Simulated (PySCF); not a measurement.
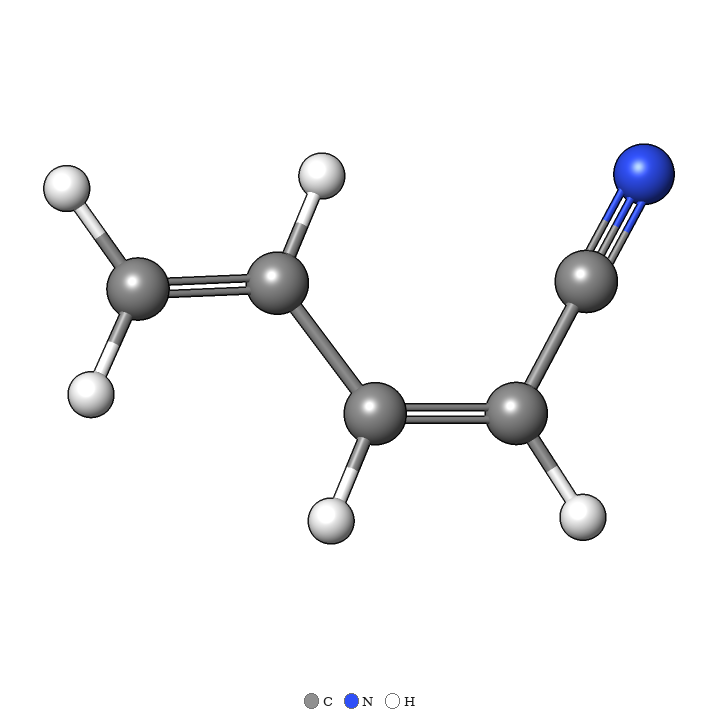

Computed geometry: PBE0-D3(BJ)/def2-SVP optimisation. No frequency run is at hand to confirm it as a minimum.

**Which formula does it have?**

C₅H₅N, 11 atoms: 5 carbon, 5 hydrogen and 1 nitrogen.

**Give the symmetry (Schoenflies symbol).**

Cs.

More results for the same structure follow; atom numbers are the same in all pictures, views and colours differ.

### Geometry

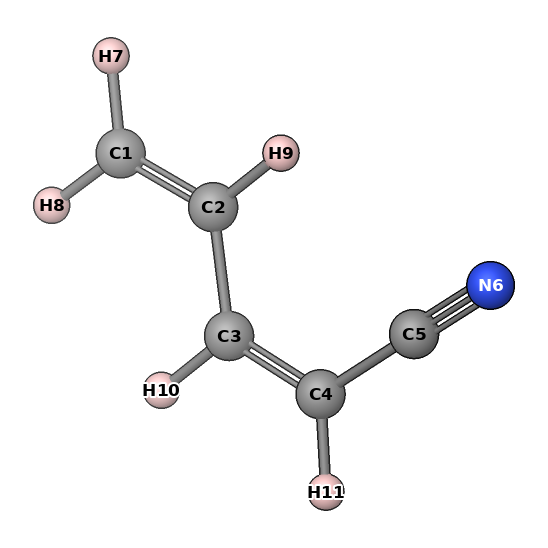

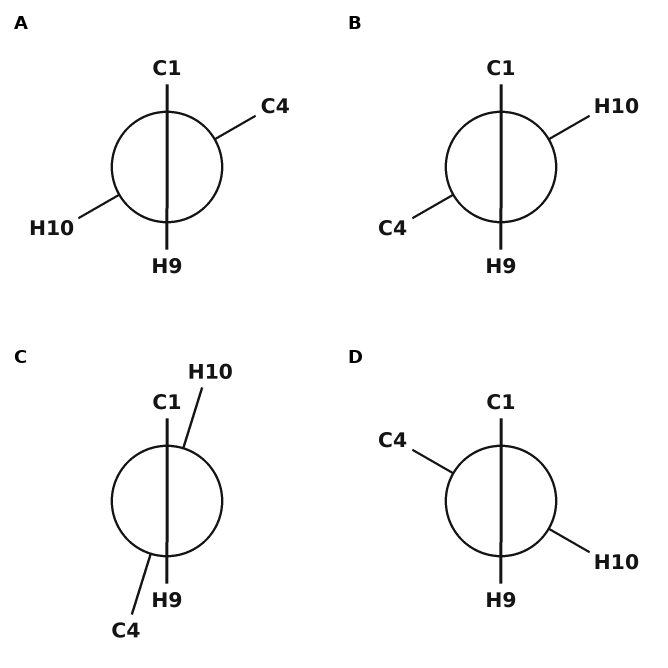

Atoms fade into the background with distance from the viewer. Bonds that would overlap in a projection are set slightly apart. No frequency run is at hand to confirm it as a minimum.

**Which Newman projection shows the view along C2–C3, with C2 in front?**

C. The torsion angle C1–C2–C3–C4 is 180°, antiperiplanar (anti).

### Levels of theory compared

No frequency run is at hand to confirm it as a minimum. Program: PySCF 2.14.0.

Tabulate HOMO–LUMO gap (eV), dipole (D), HOMO energy (eV) at these levels: BHandHLYP/aug-pcX-1 (pcseg-1 on H); CAM-B3LYP/def2-SVPD; CAM-B3LYP/def2-SVPD in benzene (IEF-PCM); PBE0/pcSseg-1 in benzene (IEF-PCM).

```tsv
level	HOMO–LUMO gap (eV)	dipole (D)	HOMO energy (eV)
BHandHLYP/aug-pcX-1 (pcseg-1 on H)	7.05	4.51	−8.28
CAM-B3LYP/def2-SVPD	7.52	4.38	−8.66
CAM-B3LYP/def2-SVPD in benzene (IEF-PCM)	7.52	5.09	−8.55
PBE0/pcSseg-1 in benzene (IEF-PCM)	5.26	4.98	−7.36
```

### Polarisability

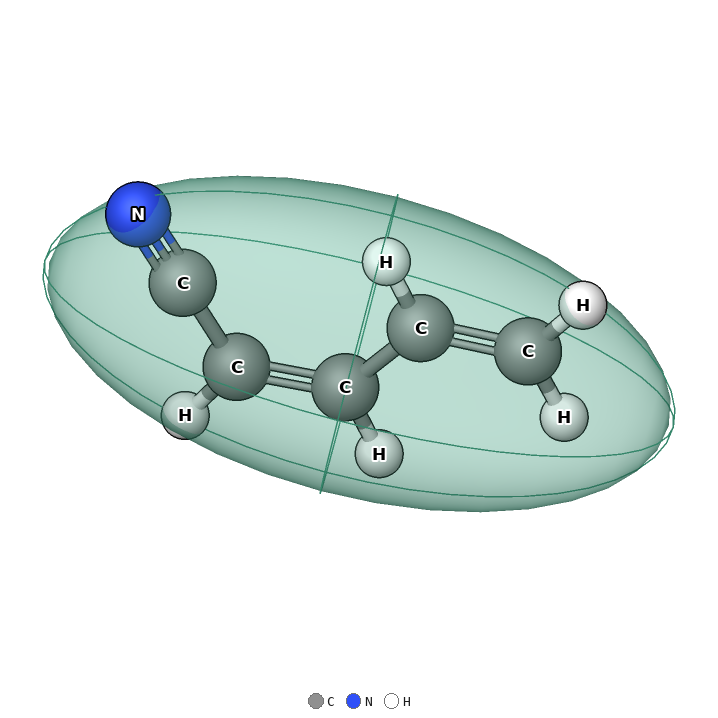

The ellipsoid shows the static dipole polarisability: its half-axes are proportional to the principal values. No frequency run is at hand to confirm it as a minimum. Method: CAM-B3LYP/def2-SVPD (PySCF 2.14.0).

**How large and how anisotropic is the polarisability?**

Principal values 40.9, 62.0, 112.6 bohr³; mean 71.8 bohr³ (10.64 Å³); anisotropy 63.8 bohr³, so the longest axis is 2.75 times the shortest.

### NMR shielding

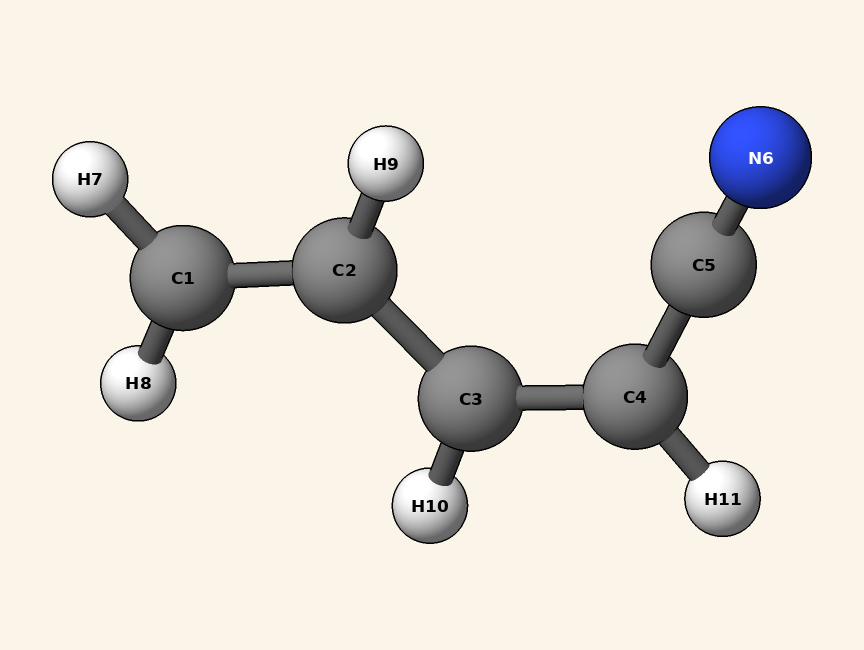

No frequency run is at hand to confirm it as a minimum. Properties computed with GIAO PBE0/pcSseg-1 NMR shielding, non-relativistic, IEF-PCM benzene (PySCF 2.14.0). Principal shieldings σ11 ≤ σ22 ≤ σ33, span Ω = σ33 − σ11, skew κ = 3(σiso − σ22)/Ω.

Give the shielding tensors of the N atoms.

```
atom     σ11     σ22    σ33   σiso      Ω     κ
  N6  −210.8  −175.0  215.7  −56.7  426.5  0.83
```

Shieldings and span in ppm.

### Excitation

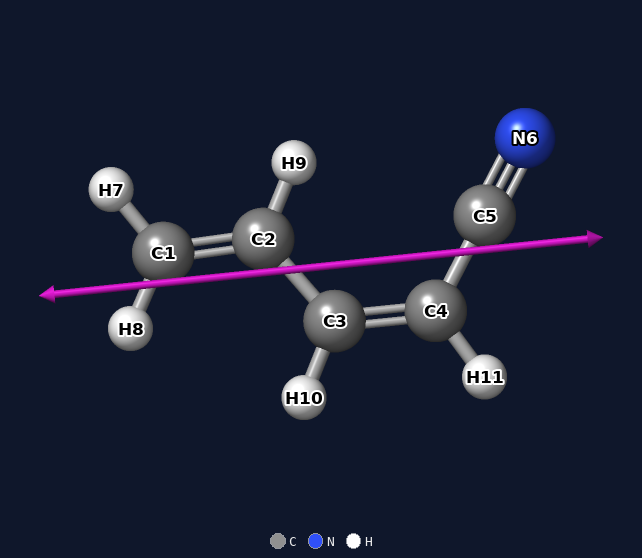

The double arrow shows the direction of the transition dipole to excited singlet state 1 (its length means nothing). No frequency run is at hand to confirm it as a minimum. Properties computed with TDDFT CAM-B3LYP/def2-SVPD, vertical, IEF-PCM benzene (non-equilibrium linear response), core orbitals frozen in the response (PySCF 2.14.0).

**How is the transition polarised?**

In the molecular plane, nearly parallel to the C3–C4 bond.

**Give its energy, strength and character.**

4.95 eV (251 nm), oscillator strength 0.80, mainly HOMO → LUMO (weight 0.98); transition dipole 6.52 D.
